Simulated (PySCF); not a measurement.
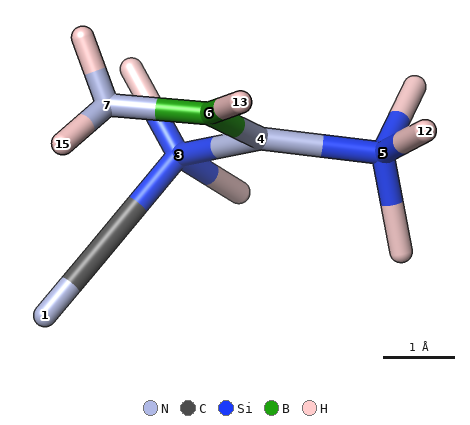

Figure 1. The input geometry (stick view, seen at a tilt; atoms are numbered from 1 in the order of the input). Bond lengths as drawn: B–H 1.17 Å, B–N 1.39 to 1.48 Å, C–N 1.15 Å, C–Si 1.87 Å, H–N 1.01 Å, H–Si 1.46 to 1.48 Å and N–Si 1.74 to 1.78 Å.

NMR shielding calculation of CH8BN3Si2

System: CH8BN3Si2.
Method: GIAO revPBE/pcSseg-1 NMR shielding, non-relativistic, gas phase (PySCF 2.14.0).

The geometry comes from this level: GFN2-xTB. Figures and captions count atoms from 1; the log counts them from 0 in places.

### Input
```
{"job": {"kind": "nmr", "xc": "revPBE", "basis": "pcSseg-1", "pop": false}, "charge": 0, "multiplicity": 1}
N      0.744232     2.490831     2.254419
C      0.119053     1.909107     1.490701
Si    -0.890635     0.964825     0.238087
N     -0.136713    -0.597241    -0.141907
Si    -0.869214    -2.142672     0.192695
B      1.098348    -0.327973    -0.721460
N      1.265828     1.138365    -0.869865
H     -1.288731     1.757923    -0.920311
H     -2.099118     0.568369     0.986769
H     -2.144018    -2.183163    -0.530937
H     -1.075517    -2.250492     1.638337
H      0.043604    -3.173747    -0.296404
H      1.891788    -1.133775    -1.030230
H      1.226104     1.466197    -1.826802
H      2.114991     1.513447    -0.463092
```

The first line tells a small driver script what to run in PySCF; the rest is the geometry in Å.

Launched with:
```bash
OMP_NUM_THREADS=1 python <driver script> task.json out
```

### What the program printed
```
coarse grid: 13568 points
cycle   1  E = -810.7074032041  dE =  5.657e-01  |g| = 6.972e-01  |ddm| = 3.608e+00
cycle   2  E = -810.3730612874  dE =  3.343e-01  |g| = 1.384e+00  |ddm| = 1.791e+00
cycle   3  E = -810.7905722579  dE = -4.175e-01  |g| = 3.443e-01  |ddm| = 1.329e+00
cycle   4  E = -810.8130736929  dE = -2.250e-02  |g| = 1.371e-01  |ddm| = 2.506e-01
cycle   5  E = -810.8170005263  dE = -3.927e-03  |g| = 3.979e-02  |ddm| = 1.228e-01
cycle   6  E = -810.8173223731  dE = -3.218e-04  |g| = 1.613e-02  |ddm| = 4.297e-02
cycle   7  E = -810.8173810430  dE = -5.867e-05  |g| = 4.104e-03  |ddm| = 1.735e-02
cycle   8  E = -810.8173852085  dE = -4.165e-06  |g| = 6.083e-04  |ddm| = 4.497e-03
final grid: 122224 points
cycle   9  E = -810.8540180897  dE = -3.575e-05  |g| = 1.165e-02  |ddm| = 3.329e-02
cycle  10  E = -810.8539486958  dE =  6.939e-05  |g| = 2.114e-02  |ddm| = 3.040e-02
cycle  11  E = -810.8540456610  dE = -9.697e-05  |g| = 3.006e-03  |ddm| = 1.995e-02
cycle  12  E = -810.8540468976  dE = -1.237e-06  |g| = 1.940e-03  |ddm| = 2.678e-03
cycle  13  E = -810.8540476864  dE = -7.889e-07  |g| = 3.590e-04  |ddm| = 1.267e-03
cycle  14  E = -810.8540477144  dE = -2.799e-08  |g| = 1.209e-04  |ddm| = 3.501e-04
cycle  15  E = -810.8540477178  dE = -3.358e-09  |g| = 2.381e-05  |ddm| = 1.106e-04
cycle  16  E = -810.8540477179  dE = -1.132e-10  |g| = 5.472e-06  |ddm| = 2.589e-05
```

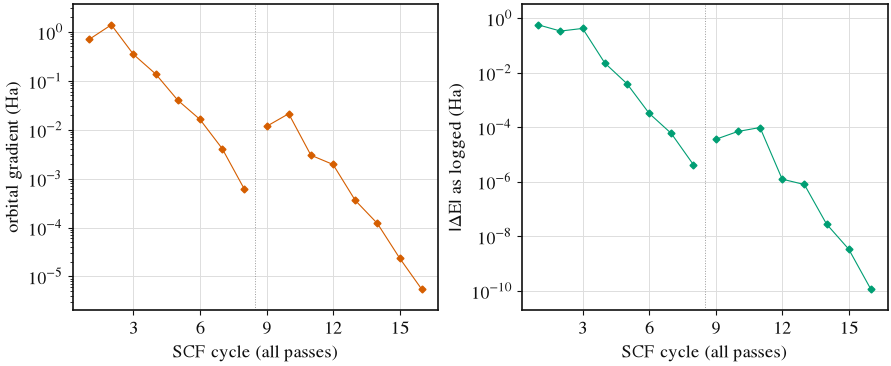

Figure 2. Convergence of the self-consistent field: orbital gradient and size of the energy change against the SCF cycle. The dotted line marks the change from a coarse to the final integration grid. The first 8 cycles use a coarse grid, the final grid takes over at cycle 9, and the field converges after 16 cycles in all.

```
converged SCF energy = -810.8540477179

GIAO shielding tensors (ppm)
atom      isotropic    diamagn.    paramagn.     s11        s22        s33       span
  0 N      -73.886     339.359    -413.245   -277.360   -226.748    282.449    559.809
  1 C       60.938     262.868    -201.930    -57.213    -44.985    285.013    342.226
  2 Si     438.450     878.423    -439.973    392.107    430.049    493.195    101.088
  3 N      133.707     328.383    -194.676     21.375    166.365    213.381    192.006
  4 Si     393.964     880.463    -486.499    362.549    372.826    446.517     83.968
  5 B       57.323     197.793    -140.470     20.119     50.064    101.788     81.669
  6 N      182.572     320.722    -138.151    168.518    176.597    202.600     34.081
  7 H       26.280      29.031      -2.751     22.727     25.061     31.052      8.324
  8 H       26.969      29.043      -2.074     23.753     26.098     31.057      7.304
  9 H       26.998      28.842      -1.845     23.491     25.366     32.136      8.645
 10 H       26.822      29.210      -2.388     23.296     25.478     31.692      8.396
 11 H       26.767      29.100      -2.332     23.631     25.630     31.041      7.410
 12 H       26.195      31.529      -5.334     24.406     26.803     27.375      2.969
 13 H       30.409      32.131      -1.723     25.764     27.079     38.383     12.619
 14 H       30.079      32.754      -2.675     25.439     27.326     37.471     12.032
```

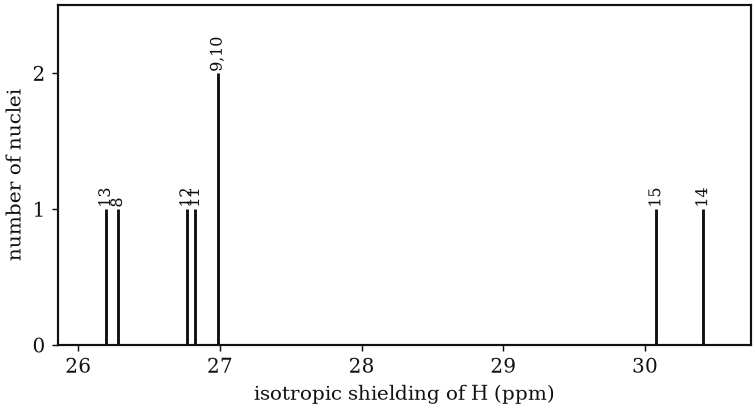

Figure 3. Isotropic shieldings of the hydrogen nuclei in this fixed geometry, labelled by atom number; shielding grows to the right, so chemical shift grows to the left. The least shielded is H13 (26.2 ppm), the most shielded H14 (30.4 ppm).

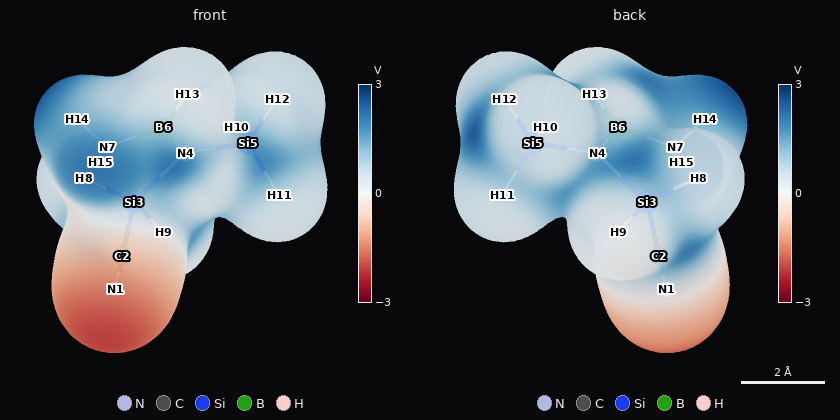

Figure 4. The molecular electrostatic potential painted on the density surface at 0.004 e/bohr³, seen at a tilt and from behind; the colour scale runs from red (negative) to blue (positive). A positive charge is drawn to the negative regions and a negative charge to the positive ones.

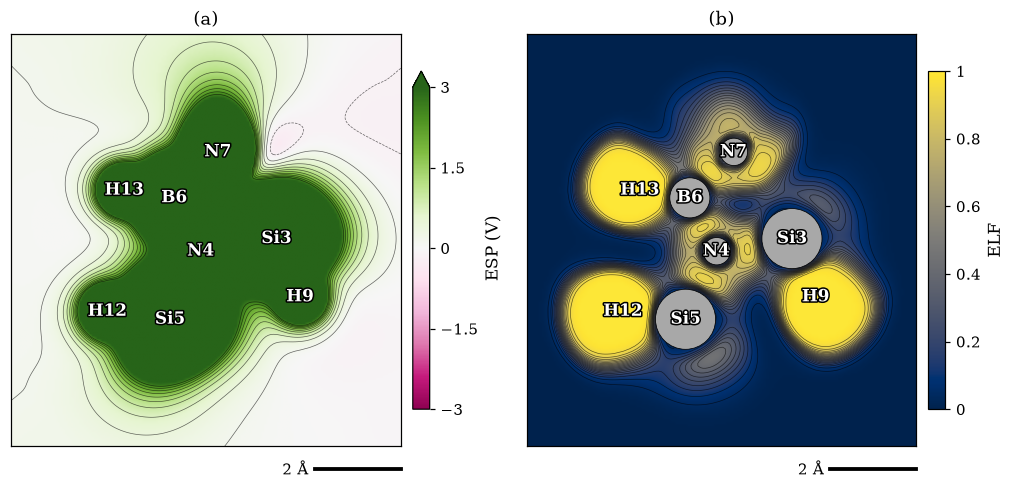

Figure 5. (a) molecular electrostatic potential; (b) ELF on the plane of atoms Si3, N4 and B6. Grey discs, where drawn, cover atomic cores. The plane passes through Si, N, B and H nuclei. Si–N (1.74 Å): the ELF peaks at about 0.90 between the atoms, which marks a shared but strongly polarised pair. B–N (1.48 Å): the ELF peaks at about 0.95 between the atoms (a shared but strongly polarised pair). B–H (1.17 Å): the ELF climbs to about 1 towards the hydrogen, as it does in any bond to H; a covalent bond by its length.

### Results in brief

| quantity | value |
| --- | --- |
| outcome | converged |
| total energy | −810.854048 hartree |
| HOMO | −6.53 eV |
| LUMO | −1.37 eV |
| dipole moment | 3.98 D |
| isotropic shielding, N | −73.9 to 182.6 ppm |
| isotropic shielding, C | 60.9 ppm |
| isotropic shielding, Si | 394.0 to 438.5 ppm |
| isotropic shielding, B | 57.3 ppm |
| isotropic shielding, H | 26.2 to 30.4 ppm |
| hardware | 1 CPU thread, shared host |
| wall time | 33 s |
| peak memory | 0.67 GiB |
